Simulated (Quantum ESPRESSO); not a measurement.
## E(M) of MnS (Rambergite)

Wanted: E(M) for MnS (Rambergite) from a parallel start.

Program: Quantum ESPRESSO 7.5. Level of theory: LDA; plane waves with GBRV 1.5 LDA potentials, no spin-orbit coupling. Results are calculated unless marked as measured.

The database entry behind the starting cell differs from later determinations by our own check (about 0.3 % short against later determinations), so it need not match the best structure at ambient conditions.

### 1. Set-up

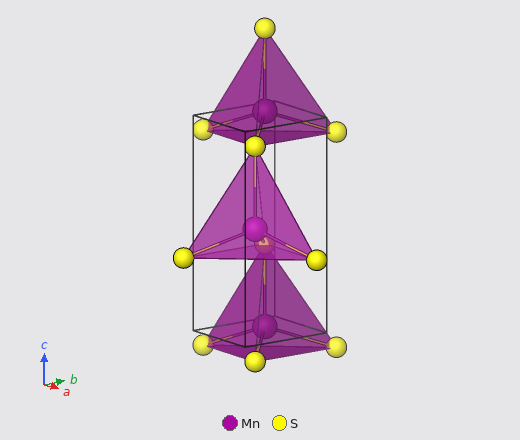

The starting structure, seen slightly off an axis (manganese purple, sulfur yellow). Some periodic images of atoms are drawn too.

The cell comes from the Crystallography Open Database.

### 2. The free run

pw.in reads:

```
&CONTROL
  calculation = 'scf'
  prefix = 'pwscf'
  outdir = './tmp'
  pseudo_dir = './pseudo'
  disk_io = 'nowf'
/
&SYSTEM
  ibrav = 0
  celldm(1) = 8
  nat = 4
  ntyp = 2
  ecutwfc = 40
  ecutrho = 280
  nbnd = 34
  occupations = 'smearing'
  smearing = 'fd'
  degauss = 0.00999582
  nspin = 2
  starting_magnetization(1) = 0.3
  starting_magnetization(2) = 0
/
&ELECTRONS
  conv_thr = 8d-09
  electron_maxstep = 150
  mixing_beta = 0.3
/
ATOMIC_SPECIES
Mn     54.9380 mn_lda_v1.5.uspp.F.UPF
S      32.0600 s_lda_v1.4.uspp.F.UPF
CELL_PARAMETERS alat
   0.9391938839390    0.0000000000000    0.0000000000000
  -0.4695969419695    0.8133657625591    0.0000000000000
   0.0000000000000    0.0000000000000    1.5193398041991
ATOMIC_POSITIONS crystal
Mn      0.3333333333    0.6666666667    0.0000000000
Mn      0.6666666667    0.3333333333    0.5000000000
S       0.3333333333    0.6666666667    0.3850000000
S       0.6666666667    0.3333333333    0.8850000000
K_POINTS automatic
6 6 6 0 0 0
```

Launch:

```console
$ OMP_NUM_THREADS=1 mpirun -n 2 pw.x -nk 2 -in pw.in > pw.out
```

The program printed:

```text
Program PWSCF v.7.5 starts

     Message from routine setup:
     using ibrav=0 with symmetry is DISCOURAGED, use correct ibrav instead

     K-points division:     npool     =       2
     Subspace diagonalization in iterative solution of the eigenvalue problem:

     G-vector sticks info
     --------------------
     sticks:   dense  smooth     PW     G-vecs:    dense   smooth      PW
     Sum        1075     625    187                46931    20269    3393

     Using Slab Decomposition

     bravais-lattice index     =            0
     lattice parameter (alat)  =       8.0000  a.u.
     unit-cell volume          =     594.2457 (a.u.)^3
     number of atoms/cell      =            4
     number of atomic types    =            2
     number of electrons       =        42.00
     number of Kohn-Sham states=           34
     kinetic-energy cutoff     =      40.0000  Ry
     charge density cutoff     =     280.0000  Ry
     scf convergence threshold =      8.0E-09
     mixing beta               =       0.3000
     number of iterations used =            8  plain     mixing
     Exchange-correlation=  SLA  PZ   NOGX NOGC
                           (   1   1   0   0   0   0   0)

     celldm(1)=   8.000000  celldm(2)=   0.000000  celldm(3)=   0.000000
     celldm(4)=   0.000000  celldm(5)=   0.000000  celldm(6)=   0.000000

     crystal axes: (cart. coord. in units of alat)
               a(1) = (   0.939194   0.000000   0.000000 )
               a(2) = (  -0.469597   0.813366   0.000000 )
               a(3) = (   0.000000   0.000000   1.519340 )

     reciprocal axes: (cart. coord. in units 2 pi/alat)
               b(1) = (  1.064743  0.614730 -0.000000 )
               b(2) = (  0.000000  1.229459  0.000000 )
               b(3) = (  0.000000 -0.000000  0.658181 )

     PseudoPot. # 1 for Mn read from file:
     mn_lda_v1.5.uspp.F.UPF
     Pseudo is Ultrasoft + core correction, Zval = 15.0
     Generated by new atomic code, or converted to UPF format
     Using radial grid of  859 points,  6 beta functions with:
                l(1) =   0
                l(2) =   0
                l(3) =   1
                l(4) =   1
                l(5) =   2
                l(6) =   2
     Q(r) pseudized with  8 coefficients,  rinner =    0.950   0.950   0.950
                                                       0.950   0.950

     PseudoPot. # 2 for S  read from file:
     s_lda_v1.4.uspp.F.UPF
     Pseudo is Ultrasoft + core correction, Zval =  6.0
     Generated by new atomic code, or converted to UPF format
     Using radial grid of  907 points,  6 beta functions with:
                l(1) =   0
                l(2) =   0
                l(3) =   1
                l(4) =   1
                l(5) =   2
                l(6) =   2
     Q(r) pseudized with  8 coefficients,  rinner =    1.300   1.300   1.300
                                                       1.300   1.300

     atomic species   valence    mass     pseudopotential
     Mn               15.00    54.93800     Mn( 1.00)
     S                 6.00    32.06000     S ( 1.00)

     Starting magnetic structure
     atomic species   magnetization
     Mn              0.300
     S               0.000

     12 Sym. Ops. (no inversion) found ( 6 have fractional translation)

   Cartesian axes

     site n.     atom                  positions (alat units)
         1        Mn     tau(   1) = (  -0.0000000   0.5422438   0.0000000  )
         2        Mn     tau(   2) = (   0.4695969   0.2711219   0.7596699  )
         3        S      tau(   3) = (  -0.0000000   0.5422438   0.5849458  )
         4        S      tau(   4) = (   0.4695969   0.2711219   1.3446157  )

     number of k points=    28  Fermi-Dirac smearing, width (Ry)=  0.0100
                       cart. coord. in units 2pi/alat
        k(    1) = (   0.0000000   0.0000000   0.0000000), wk =   0.0046296
        k(    2) = (   0.0000000   0.0000000   0.1096968), wk =   0.0092593
        k(    3) = (   0.0000000   0.0000000   0.2193935), wk =   0.0092593
        k(    4) = (   0.0000000   0.0000000  -0.3290903), wk =   0.0046296
        k(    5) = (   0.0000000   0.2049099   0.0000000), wk =   0.0277778
        [... 23 further k-points ...]

     Dense  grid:    46931 G-vectors     FFT dimensions: (  45,  45,  72)

     Smooth grid:    20269 G-vectors     FFT dimensions: (  32,  32,  50)

     Check: negative core charge=   -0.000033
     Generating pointlists ...
     new r_m :   0.2350 (alat units)  1.8800 (a.u.) for type    1
     new r_m :   0.2350 (alat units)  1.8800 (a.u.) for type    2

     Initial potential from superposition of free atoms

     starting charge      40.9998, renormalised to      42.0000
     Starting wfcs are   34 randomized atomic wfcs

     Self-consistent Calculation

     iteration #  1     ecut=    40.00 Ry     beta= 0.30
     Davidson diagonalization with overlap
     ethr =  1.00E-02,  avg # of iterations =  4.7

     total energy              =    -470.25338000 Ry
     estimated scf accuracy    <       1.38965731 Ry

     total magnetization       =     8.95 Bohr mag/cell
     absolute magnetization    =     8.95 Bohr mag/cell

     iteration #  2     ecut=    40.00 Ry     beta= 0.30
     Davidson diagonalization with overlap
     ethr =  3.31E-03,  avg # of iterations =  2.4

     total energy              =    -470.57933936 Ry
     estimated scf accuracy    <       0.10438946 Ry

     total magnetization       =     9.20 Bohr mag/cell
     absolute magnetization    =     9.20 Bohr mag/cell

     iteration #  3     ecut=    40.00 Ry     beta= 0.30
     Davidson diagonalization with overlap
     ethr =  2.49E-04,  avg # of iterations =  3.5

     total energy              =    -470.59813513 Ry
     estimated scf accuracy    <       0.01903224 Ry

     total magnetization       =     9.46 Bohr mag/cell
     absolute magnetization    =     9.46 Bohr mag/cell

     [... further iterations left out ...]

     iteration #  8     ecut=    40.00 Ry     beta= 0.30
     Davidson diagonalization with overlap
     ethr =  1.45E-08,  avg # of iterations =  2.4

     negative rho (up, down):  0.000E+00 5.091E-04

     total energy              =    -470.60053344 Ry
     estimated scf accuracy    <       0.00000012 Ry

     total magnetization       =     9.53 Bohr mag/cell
     absolute magnetization    =     9.53 Bohr mag/cell

     iteration #  9     ecut=    40.00 Ry     beta= 0.30
     Davidson diagonalization with overlap
     ethr =  2.96E-10,  avg # of iterations =  5.3

     negative rho (up, down):  0.000E+00 5.094E-04

     total energy              =    -470.60053365 Ry
     estimated scf accuracy    <       0.00000010 Ry

     total magnetization       =     9.53 Bohr mag/cell
     absolute magnetization    =     9.53 Bohr mag/cell

     iteration # 10     ecut=    40.00 Ry     beta= 0.30
     Davidson diagonalization with overlap
     ethr =  2.38E-10,  avg # of iterations =  1.3

     negative rho (up, down):  0.000E+00 5.093E-04

     total energy              =    -470.60053366 Ry
     estimated scf accuracy    <       0.00000002 Ry

     total magnetization       =     9.54 Bohr mag/cell
     absolute magnetization    =     9.54 Bohr mag/cell

     iteration # 11     ecut=    40.00 Ry     beta= 0.30
     Davidson diagonalization with overlap
     ethr =  4.84E-11,  avg # of iterations =  2.0

     negative rho (up, down):  0.000E+00 5.092E-04

     Magnetic moment per site  (integrated on atomic sphere of radius R)
     atom   1 (R=0.235)  charge= 12.9363  magn=  4.0199
     atom   2 (R=0.235)  charge= 12.9363  magn=  4.0199
     atom   3 (R=0.235)  charge=  4.1396  magn=  0.1216
     atom   4 (R=0.235)  charge=  4.1396  magn=  0.1216

     End of self-consistent calculation

     [... lines left out ...]
     the Fermi energy is     6.9565 ev

!    total energy              =    -470.60053367 Ry
     estimated scf accuracy    <          2.1E-09 Ry
     smearing contrib. (-TS)   =      -0.00951989 Ry
     internal energy E=F+TS    =    -470.59101378 Ry

     The total energy is F=E-TS. E is the sum of the following terms:
     one-electron contribution =    -317.66290141 Ry
     hartree contribution      =     169.36371233 Ry
     xc contribution           =     -69.41766712 Ry
     ewald contribution        =    -252.87415758 Ry

     total magnetization       =     9.54 Bohr mag/cell
     absolute magnetization    =     9.54 Bohr mag/cell

     convergence has been achieved in  11 iterations

=------------------------------------------------------------------------------=
   JOB DONE.
=------------------------------------------------------------------------------=
```

Elapsed: 58 s, on 2 MPI ranks of Intel Xeon Platinum 8175M at 2.50GHz (Skylake/Cascade Lake), shared host; peak memory 0.38 GiB; 1.9 min of CPU time.

Spin moment in the atom's sphere by atom:

| atom | spin moment in the atom's sphere (μB) |
| --- | --- |
| Mn1 | 4.02 |
| Mn2 | 4.02 |
| S3 | 0.12 |
| S4 | 0.12 |

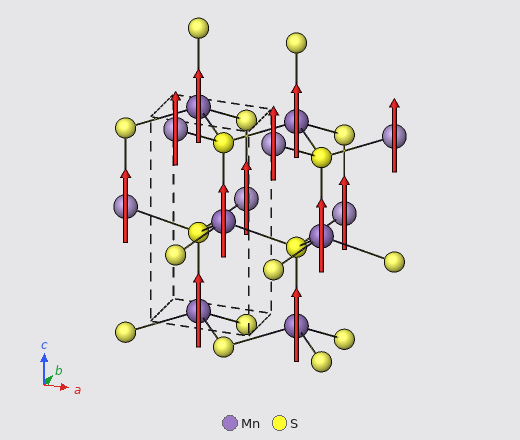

Spin moment in the atom's sphere as arrows, the longest 4.02 μB. Up and down stand for the sign. Arrows give size and sign along the axis of quantisation, drawn up and down the page. 2×1×1 cells are drawn. Some periodic images of atoms are drawn too.

Read from the output:

* smearing term TS: 0.1295 eV
* magnetization: 9.535 μB
* absolute magnetization: 9.535 μB
* final state: ferromagnetic

### 3. Moment fixed at 0 μB

The two spin channels are filled to separate Fermi energies, so that the total moment meets the target. Half of the up one less the down one is the slope dE/dM.

pw.in: that of step 2 with these lines changed.

```diff
@@ -14,3 +14,3 @@
   ecutrho = 280
-  nbnd = 34
+  nbnd = 36
   occupations = 'smearing'
@@ -19,4 +19,5 @@
   nspin = 2
-  starting_magnetization(1) = 0.3
+  starting_magnetization(1) = 0.015
   starting_magnetization(2) = 0
+  tot_magnetization = 0
 /
```

The program printed:

```text
     [... lines left out ...]
Program PWSCF v.7.5 starts
     [... lines left out ...]
     number of atoms/cell      =            4
     [... lines left out ...]
     number of electrons       =        42.00 (up:  21.00, down:  21.00)
     number of Kohn-Sham states=           36
     kinetic-energy cutoff     =      40.0000  Ry
     charge density cutoff     =     280.0000  Ry
     scf convergence threshold =      8.0E-09
     [... lines left out ...]
     12 Sym. Ops. (no inversion) found ( 6 have fractional translation)
     [... lines left out ...]
     number of k points=    28  Fermi-Dirac smearing, width (Ry)=  0.0100
     [... lines left out ...]
     iteration # 13     ecut=    40.00 Ry     beta= 0.30
     [... lines left out ...]
     Magnetic moment per site  (integrated on atomic sphere of radius R)
     atom   1 (R=0.235)  charge= 13.0042  magn=  0.0000
     atom   2 (R=0.235)  charge= 13.0042  magn=  0.0000
     atom   3 (R=0.235)  charge=  4.0318  magn= -0.0000
     atom   4 (R=0.235)  charge=  4.0318  magn= -0.0000
     [... lines left out ...]
     the spin up/dw Fermi energies are     6.4502    6.4503 ev
!    total energy              =    -470.42233725 Ry
     estimated scf accuracy    <          1.4E-09 Ry
     smearing contrib. (-TS)   =      -0.04140461 Ry
     [... lines left out ...]
     total magnetization       =     0.00 Bohr mag/cell
     absolute magnetization    =     0.00 Bohr mag/cell
     convergence has been achieved in  13 iterations
```

Run time: 70 s. Hardware: 2 MPI ranks; peak memory 0.39 GiB; 2.3 min of CPU time.

Read from the output:

* magnetization: 0 μB
* absolute magnetization: 0 μB
* half the difference of the two Fermi energies: 0 meV
* largest moment: 0 μB

### 4. Moment fixed at 1.609 μB

pw.in: that of step 3 with these lines changed.

```diff
@@ -14,3 +14,3 @@
   ecutrho = 280
-  nbnd = 36
+  nbnd = 37
   occupations = 'smearing'
@@ -19,5 +19,5 @@
   nspin = 2
-  starting_magnetization(1) = 0.015
+  starting_magnetization(1) = 0.0536
   starting_magnetization(2) = 0
-  tot_magnetization = 0
+  tot_magnetization = 1.609
 /
```

The program printed:

```text
     [... lines left out ...]
Program PWSCF v.7.5 starts
     [... lines left out ...]
     number of atoms/cell      =            4
     [... lines left out ...]
     number of electrons       =        42.00 (up:  21.80, down:  20.20)
     number of Kohn-Sham states=           37
     kinetic-energy cutoff     =      40.0000  Ry
     charge density cutoff     =     280.0000  Ry
     scf convergence threshold =      8.0E-09
     [... lines left out ...]
     12 Sym. Ops. (no inversion) found ( 6 have fractional translation)
     [... lines left out ...]
     number of k points=    28  Fermi-Dirac smearing, width (Ry)=  0.0100
     [... lines left out ...]
     iteration # 13     ecut=    40.00 Ry     beta= 0.30
     [... lines left out ...]
     Magnetic moment per site  (integrated on atomic sphere of radius R)
     atom   1 (R=0.235)  charge= 13.0029  magn=  0.8088
     atom   2 (R=0.235)  charge= 13.0029  magn=  0.8088
     atom   3 (R=0.235)  charge=  4.0340  magn= -0.0523
     atom   4 (R=0.235)  charge=  4.0340  magn= -0.0523
     [... lines left out ...]
     the spin up/dw Fermi energies are     6.3259    6.6401 ev
!    total energy              =    -470.43188562 Ry
     estimated scf accuracy    <          5.3E-09 Ry
     smearing contrib. (-TS)   =      -0.04086453 Ry
     [... lines left out ...]
     total magnetization       =     1.61 Bohr mag/cell
     absolute magnetization    =     1.90 Bohr mag/cell
     convergence has been achieved in  13 iterations
```

Run time: 77 s. Hardware: 2 MPI ranks; peak memory 0.39 GiB.

Spin moment in the atom's sphere by atom:

| atom | spin moment in the atom's sphere (μB) |
| --- | --- |
| Mn1 | 0.809 |
| Mn2 | 0.809 |
| S3 | -0.052 |
| S4 | -0.052 |

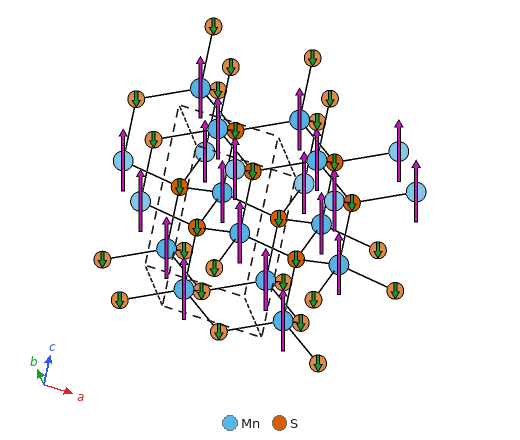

Spin moment in the atom's sphere as arrows, the longest 0.809 μB. Up and down stand for the sign. Arrows give size and sign along the axis of quantisation, drawn up and down the page. Each arrow also spans its atom, so small moments look longer than they are. The two directions have two colours. 2×2×1 cells are drawn. Some periodic images of atoms are drawn too.

Read from the output:

| Quantity | Value |
| --- | --- |
| magnetization | 1.609 μB |
| absolute magnetization | 1.898 μB |
| half the difference of the two Fermi energies | -157.1 meV |

### 5. Moment fixed at 3.218 μB

pw.in: that of step 4 with these lines changed.

```diff
@@ -14,3 +14,3 @@
   ecutrho = 280
-  nbnd = 37
+  nbnd = 38
   occupations = 'smearing'
@@ -19,5 +19,5 @@
   nspin = 2
-  starting_magnetization(1) = 0.0536
+  starting_magnetization(1) = 0.1073
   starting_magnetization(2) = 0
-  tot_magnetization = 1.609
+  tot_magnetization = 3.218
 /
```

The program printed:

```text
     [... lines left out ...]
Program PWSCF v.7.5 starts
     [... lines left out ...]
     number of atoms/cell      =            4
     [... lines left out ...]
     number of electrons       =        42.00 (up:  22.61, down:  19.39)
     number of Kohn-Sham states=           38
     kinetic-energy cutoff     =      40.0000  Ry
     charge density cutoff     =     280.0000  Ry
     scf convergence threshold =      8.0E-09
     [... lines left out ...]
     12 Sym. Ops. (no inversion) found ( 6 have fractional translation)
     [... lines left out ...]
     number of k points=    28  Fermi-Dirac smearing, width (Ry)=  0.0100
     [... lines left out ...]
     iteration # 13     ecut=    40.00 Ry     beta= 0.30
     [... lines left out ...]
     Magnetic moment per site  (integrated on atomic sphere of radius R)
     atom   1 (R=0.235)  charge= 12.9989  magn=  1.5843
     atom   2 (R=0.235)  charge= 12.9989  magn=  1.5843
     atom   3 (R=0.235)  charge=  4.0409  magn= -0.0868
     atom   4 (R=0.235)  charge=  4.0409  magn= -0.0868
     [... lines left out ...]
     the spin up/dw Fermi energies are     6.2765    6.8361 ev
!    total energy              =    -470.45813005 Ry
     estimated scf accuracy    <          1.7E-09 Ry
     smearing contrib. (-TS)   =      -0.03943441 Ry
     [... lines left out ...]
     total magnetization       =     3.22 Bohr mag/cell
     absolute magnetization    =     3.68 Bohr mag/cell
     convergence has been achieved in  13 iterations
```

Wall time 69 s (2 MPI ranks); peak memory 0.39 GiB.

Numbers from this step:

| Property | Result |
| --- | --- |
| magnetization | 3.218 μB |
| absolute magnetization | 3.681 μB |
| half the difference of the two Fermi energies | -279.8 meV |
| largest moment | 1.584 μB |

### 6. E(M)

The runs not shown differ in the target, the start and the number of states alone. The point at 9.54 μB is the free run, entered with slope zero.

Table of energy over the lowest by total spin moment:

| total spin moment (μB a cell) | energy over the lowest (meV a cell) |
| --- | --- |
| 0.00 | 2424 |
| 1.61 | 2295 |
| 3.22 | 1938 |
| 4.83 | 1422 |
| 6.44 | 835 |
| 8.04 | 283 |
| 9.54 | 0 |
| 9.65 | 3.56 |
| 11.26 | 3609 |
| 12.87 | 8839 |

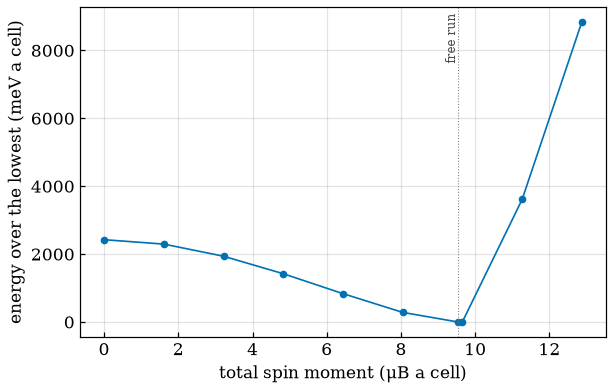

Energy over the lowest, plotted against total spin moment.

Table of dE/dM by total spin moment:

| total spin moment (μB a cell) | dE/dM (meV/μB) |
| --- | --- |
| 0.00 | -0.00976 |
| 1.61 | -157 |
| 3.22 | -280 |
| 4.83 | -351 |
| 6.44 | -368 |
| 8.04 | -298 |
| 9.54 | 0 |
| 9.65 | 62.5 |
| 11.26 | 3076 |
| 12.87 | 3440 |

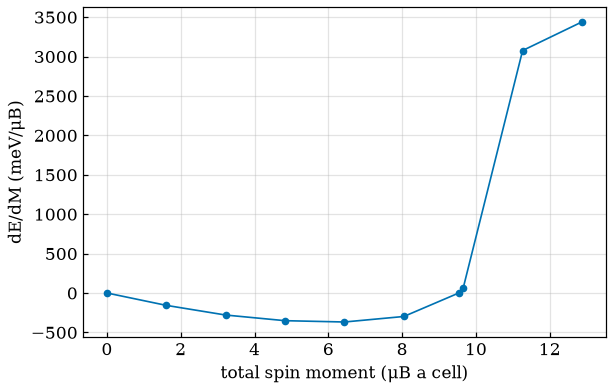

dE/dM against total spin moment.

The largest site moment by total spin moment:

| total spin moment (μB a cell) | largest site moment (μB) |
| --- | --- |
| 0.00 | 5.3e-6 |
| 1.61 | 0.809 |
| 3.22 | 1.58 |
| 4.83 | 2.30 |
| 6.44 | 2.96 |
| 8.04 | 3.54 |
| 9.54 | 4.02 |
| 9.65 | 4.06 |
| 11.26 | 4.25 |
| 12.87 | 4.38 |

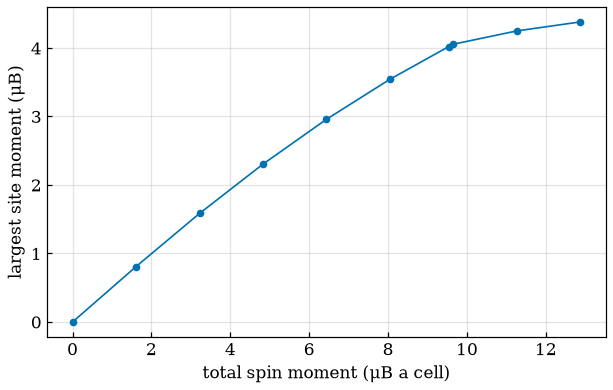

Largest site moment, plotted against total spin moment.

### 7. What came out

```yaml
moment_of_the_free_run: 9.54 μB a cell
energy_at_zero_total_moment: 2424 meV a cell over the lowest
delta_e_delta_m2_from_the_lowest_point_to_11p26_and_to_8p04_mu_b: 1208 and 128 meV/μB²
```

In words: At zero total moment the site moments vanish, so the 2424 meV a cell is the energy of forming them. The points show one minimum alone. All runs start parallel; opposed orders may lie lower. Energies are free energies at an electronic temperature of 1580 K, which lowers moments and differences where the moments are itinerant. No Hubbard term acts here. In such compounds local and semilocal functionals without one often delocalise the d electrons, and can shrink or lose moments and miss the size, sign and order of the couplings.

[Logs and program files are shortened in this print: banners, set-up blocks, solver, clock and traceback lines can be left out without a mark of their own.]

[Logs are printed without paths, hosts, clocks, repeated set-up lines and the standing remarks that a program may print on its own settings, such as how far it seeks lower states.]

[Hosts, paths, dates, database ids (printed as entryN), source tags and the programs' standing remarks are cut or masked in the printed files.]

[Where a cell is said to come from a database of computed structures, the database is the Materials Project.]
